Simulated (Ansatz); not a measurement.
```yaml
crystal:
  periodic: [false, false, false]
  atoms:
    - {symbol: F, position_ang: [0.907071, 0.893230, 0.585636]}
    - {symbol: Al, position_ang: [-0.432539, 0.317983, -0.199538]}
    - {symbol: H, position_ang: [-0.486766, -1.316343, -0.404339]}
basis:
  gaussian: {orbitals: def2-TZVPP}
magnetization: {spin_polarized: true, initial_magnetization: 1}
hamiltonian: {xc: {name: B3LYP}, dispersion: d4}
```

Geometry: moved along internal coordinates away from the minimum.

Describe the molecule in this file.

The molecule is AlFH. SMILES: `[F][AlH]`. It is an open-shell species. Coordination: 1 Al bent.

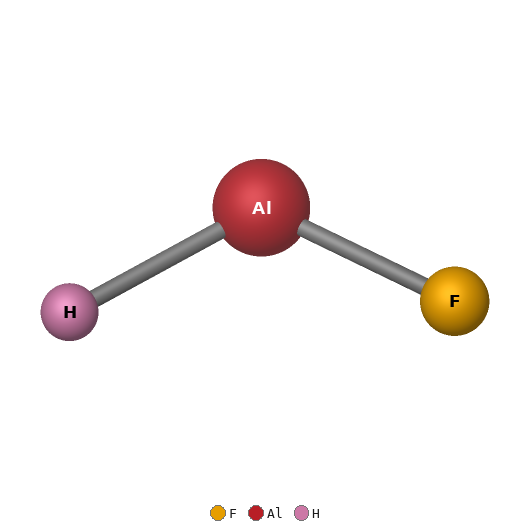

(Drawn from a calculation with Ansatz.)
